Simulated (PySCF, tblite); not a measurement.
# C₅H₁₁FP₂Si: geometry, infrared bands and NMR shifts

What infrared bands and NMR shifts should C₅H₁₁FP₂Si (`C#C[C@H](CC)[Si](F)(P)P`) show?

Programs: tblite 0.8.0 and PySCF 2.14.0, with density-fitted response routines of our own. Each step states its level of theory. These are calculated values for one molecule in the gas phase, unless marked as measured. Atoms count from 0, in the outputs and in this text.

## Step 1: The starting structure

20 atoms, charge 0, multiplicity 1; geometry from: force field or distance geometry start.

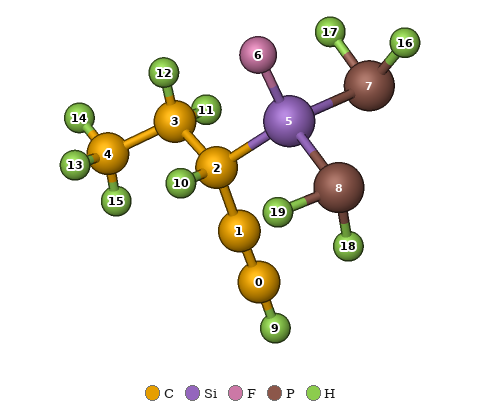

As it starts; carbon amber, silicon purple, fluorine pink, phosphorus brown, hydrogen green, atoms numbered.

## Step 2: Optimising the geometry with GFN2-xTB

What the job is given:

```
{"job": {"kind": "relax", "xc": "GFN2-xTB", "basis": "xTB"}, "charge": 0, "multiplicity": 1}
C     -1.701600     0.657300     1.995200
C     -1.025800     0.551200     1.009000
C     -0.169800     0.409300    -0.192000
C     -0.807900    -0.591000    -1.190700
C     -2.128200    -0.114400    -1.765500
Si     1.625700     0.018300     0.233200
F      2.461900    -0.065500    -1.137800
P      1.843800    -1.913200     1.294500
P      2.523400     1.614000     1.491900
H     -2.329400     0.756600     2.866200
H     -0.154100     1.389300    -0.695600
H     -0.978900    -1.569600    -0.690000
H     -0.123700    -0.783500    -2.006600
H     -1.993900     0.846500    -2.285700
H     -2.501800    -0.828100    -2.503200
H     -2.897600     0.006100    -0.990300
H      3.244800    -2.015900     1.186200
H      1.568900    -2.754500     0.178400
H      1.483500     1.680300     2.459200
H      2.055600     2.717500     0.740400
```

Command:

```
$ OMP_NUM_THREADS=1 python probes_run.py task.json out
```

This one command runs all jobs of the session in turn.

What it wrote:

```text
step      E/eV     max force
  0    -755.90566    1.566
  1    -755.99643    2.055
  2    -756.01147    2.963
  3    -756.07478    0.420
  4    -756.08745    0.375
  5    -756.11356    0.306
  6    -756.11838    0.214
  7    -756.12285    0.142
  8    -756.12504    0.116
  9    -756.12678    0.124
 10    -756.12808    0.112
 11    -756.12958    0.087
 12    -756.13088    0.100
 13    -756.13203    0.091
 14    -756.13312    0.110
 15    -756.13424    0.086
 16    -756.13519    0.071
 17    -756.13584    0.060
 18    -756.13634    0.057
 19    -756.13685    0.059
 20    -756.13743    0.067
 21    -756.13803    0.065
 22    -756.13866    0.065
 23    -756.13937    0.062
 24    -756.14018    0.068
 25    -756.14103    0.067
 26    -756.14198    0.079
 27    -756.14324    0.103
 28    -756.14500    0.123
 29    -756.14711    0.131
 30    -756.14898    0.095
 31    -756.15047    0.083
 32    -756.15174    0.083
 33    -756.15289    0.085
 34    -756.15380    0.068
 35    -756.15450    0.064
 36    -756.15511    0.066
 37    -756.15567    0.059
 38    -756.15606    0.048
 39    -756.15632    0.039
 40    -756.15650    0.035
 41    -756.15678    0.044
 42    -756.15708    0.046
 43    -756.15750    0.049
 44    -756.15788    0.046
 45    -756.15829    0.058
 46    -756.15876    0.077
 47    -756.15932    0.070
 48    -756.15982    0.052
 49    -756.16020    0.046
 50    -756.16056    0.051
 51    -756.16106    0.065
 52    -756.16169    0.061
 53    -756.16230    0.049
 54    -756.16273    0.043
 55    -756.16308    0.043
 56    -756.16347    0.069
 57    -756.16393    0.078
 58    -756.16443    0.055
 59    -756.16495    0.065
 60    -756.16533    0.063
 61    -756.16593    0.074
 62    -756.16662    0.074
 63    -756.16720    0.056
 64    -756.16761    0.085
 65    -756.16808    0.056
 66    -756.16867    0.058
 67    -756.16970    0.060
 68    -756.17011    0.051
 69    -756.17078    0.063
 70    -756.17123    0.061
 71    -756.17176    0.049
 72    -756.17222    0.041
 73    -756.17268    0.040
 74    -756.17305    0.042
 75    -756.17328    0.045
 76    -756.17351    0.039
 77    -756.17371    0.026
 78    -756.17394    0.024
 79    -756.17410    0.026
 80    -756.17426    0.037
 81    -756.17444    0.037
 82    -756.17471    0.038
 83    -756.17503    0.047
 84    -756.17538    0.047
 85    -756.17571    0.037
 86    -756.17602    0.039
 87    -756.17636    0.041
 88    -756.17677    0.058
 89    -756.17719    0.055
 90    -756.17750    0.029
 91    -756.17769    0.030
 92    -756.17786    0.031
 93    -756.17809    0.053
 94    -756.17839    0.066
 95    -756.17864    0.069
 96    -756.17904    0.046
 97    -756.17936    0.034
 98    -756.17958    0.043
 99    -756.17987    0.057
100    -756.18010    0.047
101    -756.18025    0.022
102    -756.18034    0.023
103    -756.18042    0.023
104    -756.18053    0.032
105    -756.18060    0.057
106    -756.18062    0.087
107    -756.18068    0.014
108    -756.18070    0.014
109    -756.18075    0.032
110    -756.18080    0.040
111    -756.18088    0.035
112    -756.18094    0.018
113    -756.18099    0.014
114    -756.18104    0.025
115    -756.18111    0.038
116    -756.18122    0.042
117    -756.18133    0.036
118    -756.18145    0.019
119    -756.18153    0.018
120    -756.18161    0.028
121    -756.18169    0.027
122    -756.18179    0.020
123    -756.18186    0.014
124    -756.18192    0.027
125    -756.18197    0.021
126    -756.18203    0.018
127    -756.18213    0.017
128    -756.18217    0.018
129    -756.18224    0.017
130    -756.18229    0.018
131    -756.18236    0.022
132    -756.18246    0.025
133    -756.18261    0.031
134    -756.18277    0.031
135    -756.18290    0.023
136    -756.18299    0.028
137    -756.18307    0.027
138    -756.18316    0.029
139    -756.18323    0.018
140    -756.18329    0.027
141    -756.18335    0.019
142    -756.18341    0.017
143    -756.18347    0.018
144    -756.18356    0.020
145    -756.18365    0.022
146    -756.18375    0.023
147    -756.18383    0.025
148    -756.18391    0.024
149    -756.18398    0.018
150    -756.18403    0.012
151    -756.18405    0.012
152    -756.18408    0.013
153    -756.18412    0.018
154    -756.18419    0.023
155    -756.18429    0.022
156    -756.18437    0.018
157    -756.18442    0.018
158    -756.18446    0.016
159    -756.18451    0.016
160    -756.18456    0.016
161    -756.18461    0.020
162    -756.18466    0.019
163    -756.18471    0.018
164    -756.18475    0.012
165    -756.18479    0.012
166    -756.18482    0.012
167    -756.18486    0.014
168    -756.18493    0.021
169    -756.18505    0.030
170    -756.18522    0.036
171    -756.18544    0.049
172    -756.18572    0.058
173    -756.18596    0.059
174    -756.18630    0.054
175    -756.18660    0.037
176    -756.18691    0.062
177    -756.18676    0.081
178    -756.18716    0.024
179    -756.18727    0.025
180    -756.18759    0.051
181    -756.18771    0.023
182    -756.18782    0.027
183    -756.18794    0.018
184    -756.18799    0.021
185    -756.18805    0.021
186    -756.18811    0.024
187    -756.18819    0.026
188    -756.18829    0.035
189    -756.18839    0.032
190    -756.18851    0.030
191    -756.18860    0.040
192    -756.18870    0.041
193    -756.18882    0.021
194    -756.18898    0.034
195    -756.18907    0.029
196    -756.18919    0.030
197    -756.18934    0.023
198    -756.18951    0.026
199    -756.18966    0.028
200    -756.18965    0.069
201    -756.18982    0.033
202    -756.18990    0.019
203    -756.18998    0.014
204    -756.19009    0.016
205    -756.19012    0.013
206    -756.19016    0.014
207    -756.19018    0.016
208    -756.19020    0.022
209    -756.19022    0.019
210    -756.19024    0.014
211    -756.19027    0.019
212    -756.19030    0.014
213    -756.19035    0.012
214    -756.19042    0.013
215    -756.19047    0.018
216    -756.19052    0.018
217    -756.19055    0.019
218    -756.19059    0.015
219    -756.19064    0.016
220    -756.19069    0.014
221    -756.19073    0.016
222    -756.19078    0.013
223    -756.19082    0.016
224    -756.19085    0.014
225    -756.19088    0.011
226    -756.19090    0.010
```

It took 2.5 s on 1 thread of Arm Neoverse V1, shared host; peak memory 0.18 GiB.

The steps of the relaxation: (not every step is listed)

| step | energy from step 0 (eV) | largest force (eV/Å) |
| --- | --- | --- |
| 0 | 0.0000 | 1.5660 |
| 1 | -0.0908 | 2.0550 |
| 2 | -0.1058 | 2.9630 |
| 3 | -0.1691 | 0.4198 |
| 4 | -0.1818 | 0.3753 |
| 5 | -0.2079 | 0.3063 |
| 6 | -0.2127 | 0.2141 |
| 7 | -0.2172 | 0.1425 |
| 8 | -0.2194 | 0.1160 |
| 29 | -0.2414 | 0.1311 |
| 50 | -0.2549 | 0.0508 |
| 71 | -0.2661 | 0.0491 |
| 92 | -0.2722 | 0.0308 |
| 113 | -0.2753 | 0.0140 |
| 134 | -0.2771 | 0.0309 |
| 155 | -0.2786 | 0.0222 |
| 176 | -0.2812 | 0.0624 |
| 197 | -0.2837 | 0.0234 |
| 218 | -0.2849 | 0.0147 |
| 221 | -0.2851 | 0.0157 |
| 222 | -0.2851 | 0.0127 |
| 223 | -0.2852 | 0.0155 |
| 224 | -0.2852 | 0.0140 |
| 225 | -0.2852 | 0.0110 |
| 226 | -0.2852 | 0.0099 |

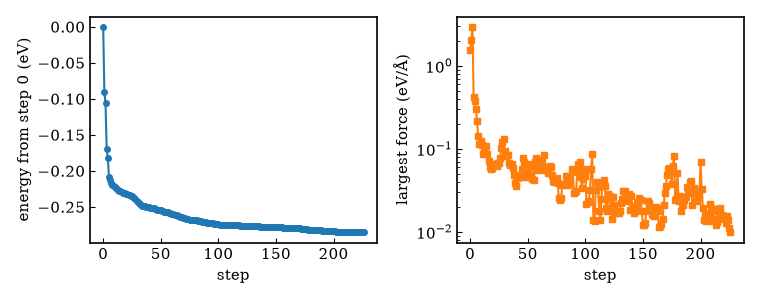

Energy and largest force along the relaxation.

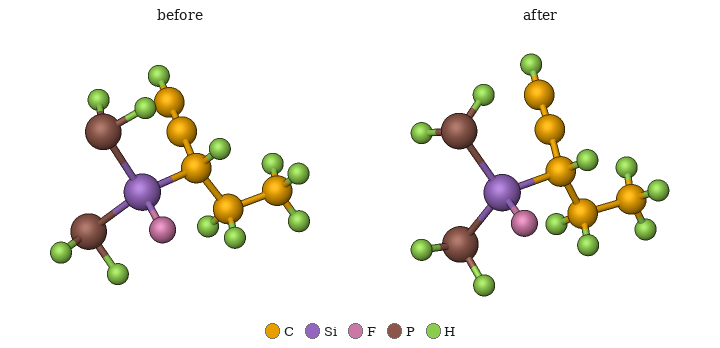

The geometry before (left) and after (right).

Close pairs (by a distance rule), those that changed most:

| bond | before (Å) | after (Å) | change (Å) |
| --- | --- | --- | --- |
| Si5–P7 | 2.215 | 2.263 | +0.048 |
| C2–Si5 | 1.886 | 1.929 | +0.042 |
| P7–H17 | 1.424 | 1.385 | -0.040 |
| C1–C2 | 1.482 | 1.443 | -0.038 |
| P8–H18 | 1.422 | 1.385 | -0.037 |
| P8–H19 | 1.415 | 1.383 | -0.032 |
| Si5–P8 | 2.222 | 2.252 | +0.031 |
| C0–H9 | 1.078 | 1.049 | -0.029 |

The next job starts from the end point, and lists it.

## Step 3: Infrared spectrum with GFN2-xTB

What the job is given:

```
{"job": {"kind": "ir", "xc": "GFN2-xTB", "basis": "xTB"}, "charge": 0, "multiplicity": 1}
C     -1.650446     1.234668     1.715621
C     -1.010400     0.921249     0.753007
C     -0.198080     0.527872    -0.373409
C     -0.808035    -0.671782    -1.108664
C     -2.177334    -0.347564    -1.691659
Si     1.596091     0.131100     0.212101
F      2.464955     0.302965    -1.163387
P      1.668063    -2.028307     0.885415
P      2.462176     1.664058     1.616804
H     -2.238736     1.515486     2.537460
H     -0.140343     1.376440    -1.064618
H     -0.894663    -1.509091    -0.408968
H     -0.132323    -0.972311    -1.913135
H     -2.099949     0.452693    -2.425212
H     -2.598690    -1.222183    -2.181591
H     -2.856915    -0.029044    -0.904531
H      2.991896    -1.956397     1.286445
H      2.016345    -2.486921    -0.373845
H      2.360518     0.846493     2.730462
H      1.240723     2.261256     1.868666
```

What it wrote:

```text
mode    cm-1     km/mol
  1      13.1      2.77
  2      37.8      8.02
  3      72.0      0.28
  4      75.9      0.05
  5      85.2     10.87
  6      96.5      1.69
  7     111.9      6.24
  8     140.8      0.72
  9     157.2      3.19
 10     165.2     23.45
 11     205.2      7.79
 12     226.9     14.67
 13     240.3      0.65
 14     311.3      3.31
 15     372.7      4.37
 16     426.4     19.42
 17     469.6      9.23
 18     524.3     90.87
 19     623.2     45.55
 20     665.5     14.84
 21     681.3     11.83
 22     692.1     20.13
 23     703.7      5.83
 24     712.6     40.83
 25     747.5     69.69
 26     756.5    126.79
 27     819.5     12.79
 28     931.9      9.22
 29     993.1      4.58
 30    1054.7     21.65
 31    1108.5     18.47
 32    1110.5      1.05
 33    1134.1     13.70
 34    1136.7      2.06
 35    1163.3     12.37
 36    1238.2      2.96
 37    1290.3      1.84
 38    1335.5      3.04
 39    1413.0      1.69
 40    1478.8      0.33
 41    1498.7      3.53
 42    1501.7      2.07
 43    2281.3     19.33
 44    2301.1     31.77
 45    2304.0    143.66
 46    2376.5     82.41
 47    2382.9    146.98
 48    2909.3     22.04
 49    2946.3     45.46
 50    2969.9     38.07
 51    3028.6     38.89
 52    3037.6     39.90
 53    3042.4     23.06
 54    3395.9      4.37
```

It took 1.1 s on 1 thread of Arm Neoverse V1, shared host; peak memory 0.18 GiB.

Which atoms move in the most intense modes:

| cm⁻¹ | km/mol | atoms |
| --- | --- | --- |
| 524 | 90.9 | Si5 63 %, P8 17 % |
| 623 | 45.5 | H9 69 %, C0 11 % |
| 748 | 69.7 | Si5 22 %, C2 20 %, H18 12 %, H19 12 % |
| 756 | 126.8 | Si5 36 %, F6 32 %, H19 15 % |
| 2304 | 143.7 | H18 59 %, H19 31 % |
| 2376 | 82.4 | H17 46 %, H16 36 %, H19 11 % |
| 2383 | 147.0 | H19 51 %, H18 30 % |
| 2946 | 45.5 | H11 85 % |

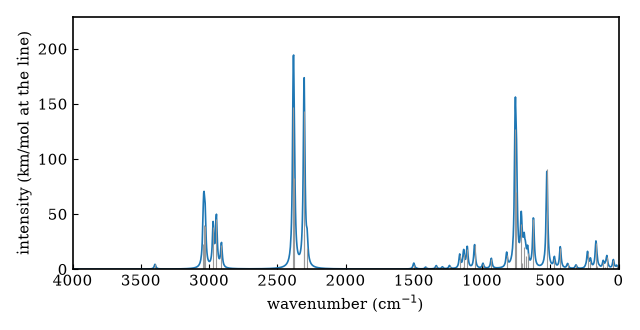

The infrared spectrum from these modes, unscaled. Lines are broadened to a width of 14 cm⁻¹ (Lorentzian).

## Step 4: Nuclear shieldings: PBE0/pcSseg-1

Settings changed since step 3:

```diff
@@ -1,2 +1,2 @@
-{"job": {"kind": "ir", "xc": "GFN2-xTB", "basis": "xTB"}, "charge": 0, "multiplicity": 1}
+{"job": {"kind": "nmr", "xc": "PBE0", "basis": "pcSseg-1"}, "charge": 0, "multiplicity": 1}
 C     -1.650446     1.234668     1.715621
```

Method: GIAO PBE0/pcSseg-1 NMR shielding, non-relativistic, gas phase.

What it wrote:

```text
coarse grid: 18208 points
cycle   1  E = -1268.2566992355  dE =  8.399e-01  |g| = 6.701e-01  |ddm| = 4.150e+00
cycle   2  E = -1268.1900627145  dE =  6.664e-02  |g| = 9.584e-01  |ddm| = 1.608e+00
cycle   3  E = -1268.3468638203  dE = -1.568e-01  |g| = 1.119e-01  |ddm| = 9.677e-01
cycle   4  E = -1268.3491586859  dE = -2.295e-03  |g| = 3.816e-02  |ddm| = 1.491e-01
cycle   5  E = -1268.3494001460  dE = -2.415e-04  |g| = 2.008e-02  |ddm| = 4.831e-02
cycle   6  E = -1268.3494891020  dE = -8.896e-05  |g| = 6.463e-03  |ddm| = 1.882e-02
cycle   7  E = -1268.3494994348  dE = -1.033e-05  |g| = 1.323e-03  |ddm| = 6.865e-03
cycle   8  E = -1268.3494998816  dE = -4.469e-07  |g| = 1.972e-04  |ddm| = 1.835e-03
final grid: 162520 points
cycle   9  E = -1268.4096410731  dE = -4.537e-05  |g| = 7.132e-03  |ddm| = 4.670e-02
cycle  10  E = -1268.4096349752  dE =  6.098e-06  |g| = 8.572e-03  |ddm| = 1.630e-02
cycle  11  E = -1268.4096537652  dE = -1.879e-05  |g| = 1.857e-03  |ddm| = 9.641e-03
cycle  12  E = -1268.4096545981  dE = -8.329e-07  |g| = 3.982e-04  |ddm| = 1.655e-03
cycle  13  E = -1268.4096546335  dE = -3.541e-08  |g| = 1.077e-04  |ddm| = 3.823e-04
cycle  14  E = -1268.4096546364  dE = -2.843e-09  |g| = 2.299e-05  |ddm| = 1.359e-04
cycle  15  E = -1268.4096546365  dE = -1.255e-10  |g| = 5.006e-06  |ddm| = 3.188e-05
converged SCF energy = -1268.4096546365

GIAO shielding tensors (ppm)
atom      isotropic    diamagn.    paramagn.     s11        s22        s33       span
  0 C      108.312     259.822    -151.510     35.078     39.732    250.125    215.047
  1 C       98.146     266.346    -168.199     -3.723      7.447    290.715    294.438
  2 C      158.514     251.785     -93.271    142.783    165.322    167.436     24.653
  3 C      160.301     249.392     -89.091    149.655    161.025    170.223     20.568
  4 C      170.152     245.332     -75.181    155.478    167.261    187.716     32.238
  5 Si     283.396     878.585    -595.188    225.176    291.749    333.265    108.088
  6 F      332.646     470.187    -137.540    304.528    319.394    374.016     69.487
  7 P      593.213     968.073    -374.860    535.884    599.945    643.812    107.928
  8 P      598.963     967.712    -368.749    555.734    603.664    637.491     81.757
  9 H       30.189      35.337      -5.148     24.474     25.156     40.938     16.464
 10 H       29.721      32.043      -2.322     27.250     27.660     34.254      7.004
 11 H       30.242      32.745      -2.504     24.051     31.291     35.383     11.332
 12 H       30.140      32.728      -2.588     24.097     31.417     34.907     10.810
 13 H       30.846      28.857       1.989     26.471     28.499     37.569     11.098
 14 H       30.468      27.597       2.870     25.275     27.622     38.506     13.231
 15 H       29.892      29.115       0.777     24.601     30.359     34.716     10.115
 16 H       30.284      29.248       1.037     24.902     27.759     38.193     13.291
 17 H       30.215      30.199       0.016     24.904     27.566     38.175     13.271
 18 H       30.569      31.189      -0.619     25.455     28.619     37.635     12.180
 19 H       29.455      31.672      -2.217     22.941     28.605     36.819     13.878
```

Wall time 56 s (1 thread of Arm Neoverse V1, shared host); peak memory 1.1 GiB.

The references, computed at this level on geometries of the same kind, shield at (ppm): ¹H TMS 31.72, ¹³C TMS 186.9, ²⁹Si TMS 349.2, ¹⁹F CFCl3 170.9, ³¹P H3PO4 318.4. Their shielding less the atom's gives the shift. The references are single molecules in the gas phase, so shifts against H2O, NH3, PH3, H3PO4 or CFCl3 are not on the usual liquid scales and can be off by tens of ppm. Atoms listed in one row are averaged.

| atoms | environment | σ (ppm) | δ (ppm) | δ scaled to CDCl3 |
| --- | --- | --- | --- | --- |
| C1 | alkyne carbon | 98.1 | 88.8 | 84.7 |
| C0 | terminal alkyne carbon | 108.3 | 78.6 | 74.8 |
| C2 | propargylic sp3 CH bonded to Si | 158.5 | 28.4 | 25.8 |
| C3 | sp3 CH2 | 160.3 | 26.6 | 24.1 |
| C4 | methyl carbon | 170.2 | 16.8 | 14.5 |
| H10 | hydrogen on a propargylic sp3 CH bonded to Si | 29.72 | 2.00 | 1.99 |
| H18, H19 | hydrogen on a phosphorus bonded to Si | 30.01 | 1.70 | – |
| H12 | hydrogen on an sp3 CH2 | 30.14 | 1.58 | 1.59 |
| H9 | hydrogen on a terminal alkyne carbon | 30.19 | 1.53 | 1.55 |
| H11 | hydrogen on an sp3 CH2 | 30.24 | 1.48 | 1.50 |
| H16, H17 | hydrogen on a phosphorus bonded to Si | 30.25 | 1.47 | – |
| H13, H14, H15 | hydrogen on a methyl carbon | 30.40 | 1.31 | 1.34 |
| Si5 | silicon bonded to C, F, 2 P | 283.4 | 65.8 | – |
| F6 | fluorine bonded to Si | 332.6 | -161.7 | – |
| P7 | phosphorus bonded to Si, 2 H | 593.2 | -274.8 | – |
| P8 | phosphorus bonded to Si, 2 H | 599.0 | -280.6 | – |

The scaled column applies a straight-line fit of computed shieldings to shifts measured in CDCl3, and one for carbons that bear F (root-mean-square error 0.16 ppm for H, 1.9 ppm for C).

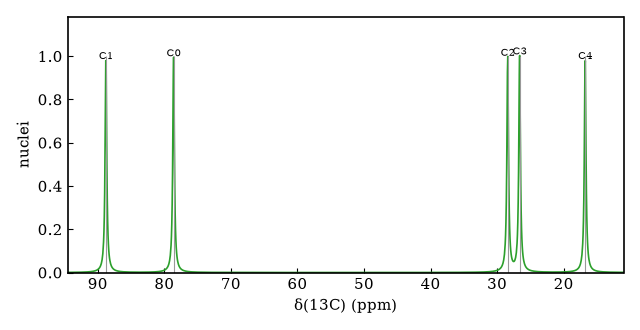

¹³C lines at the computed shifts, without couplings. Lines are broadened to a width of 0.29 ppm (Lorentzian).

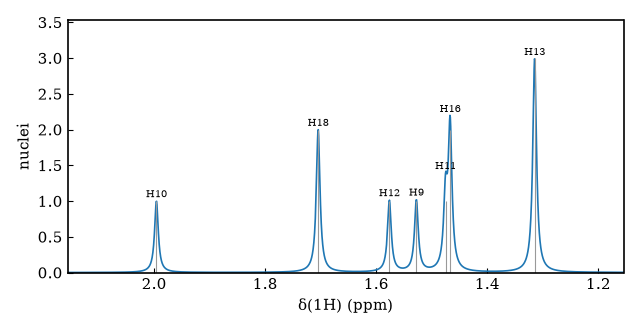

¹H lines at the computed shifts, without couplings. Lines are broadened to a width of 0.01 ppm (Lorentzian).

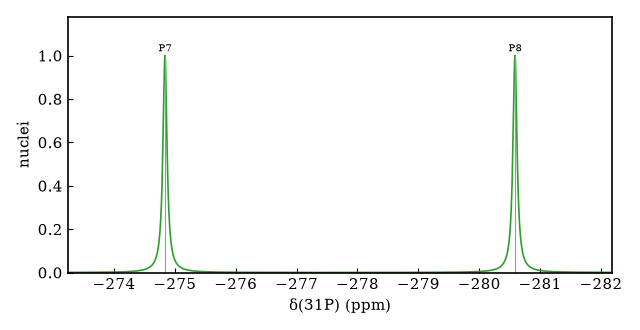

³¹P lines at the computed shifts, without couplings. Lines are broadened to a width of 0.08 ppm (Lorentzian).

The run also stored atomic charges by several schemes (e):

| atoms | Mulliken | IAO | Hirshfeld | ESP fit |
| --- | --- | --- | --- | --- |
| C0 | -0.40 | -0.27 | -0.12 | -0.50 |
| C1 | 0.28 | -0.03 | -0.04 | -0.05 |
| C2 | -0.54 | -0.39 | -0.10 | -0.09 |
| C3 | -0.26 | -0.24 | -0.06 | 0.14 |
| C4 | -0.24 | -0.42 | -0.12 | -0.44 |
| Si5 | 0.88 | 0.98 | 0.36 | 0.62 |
| F6 | -0.42 | -0.54 | -0.22 | -0.35 |
| P7 | -0.24 | -0.11 | -0.01 | -0.42 |
| P8 | -0.22 | -0.09 | -0.01 | -0.36 |

IAO charges:

C0 -0.27; C1 -0.03; C2 -0.39; C3 -0.24; C4 -0.42; Si5 0.98; F6 -0.54; P7 -0.11; P8 -0.09; H9 0.20; H10 0.17; H11 0.14; H12 0.14; H13 0.14; H14 0.14; H15 0.15; H16 0.00; H17 0.01; H18 0.00; H19 0.02

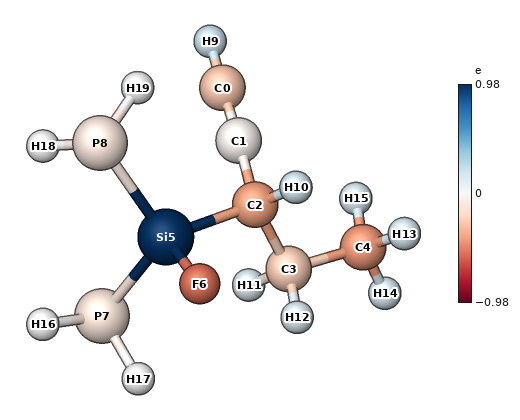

IAO charges, as colours on the atoms.

Mayer bond orders: C0–C1 2.52, C1–C2 0.96, C2–C3 1.03, C3–C4 1.07, C2–Si5 0.82, Si5–F6 0.91, Si5–P7 1.00, Si5–P8 0.99.

## Step 5: Results

| quantity | value |
| --- | --- |
| strongest single infrared mode (GFN2-xTB) | 2383 cm⁻¹, 147 km/mol |
| zero-point energy (GFN2-xTB) | 87.9 kcal/mol |
| ¹³C shifts against TMS (PBE0/pcSseg-1) | 88.8, 78.6, 28.4, 26.6, 16.8 ppm |
| ¹H shifts against TMS (PBE0/pcSseg-1, means over atoms taken as alike) | 2.00, 1.70, 1.58, 1.53, 1.48, 1.47, 1.31 ppm |
| ²⁹Si shifts against TMS (PBE0/pcSseg-1) | 65.8 ppm |
| ¹⁹F shifts against CFCl3 (PBE0/pcSseg-1) | -161.7 ppm |
| ³¹P shifts against H3PO4 (PBE0/pcSseg-1) | -274.8, -280.6 ppm |

In words: Over 226 steps the energy fell by 0.285 eV; of the close pairs, Si5–P7 changed most, 2.215 to 2.263 Å. All 54 modes are real, so the xTB geometry is a minimum. The strongest single mode, at 2383 cm⁻¹, moves mainly H19 and H18. Unscaled tight-binding wavenumbers are off by several per cent, some by more. Its intensities can rank the bands wrongly. At PBE0/pcSseg-1: The largest span, 294 ppm, is at C1, where the paramagnetic term is -168 ppm.
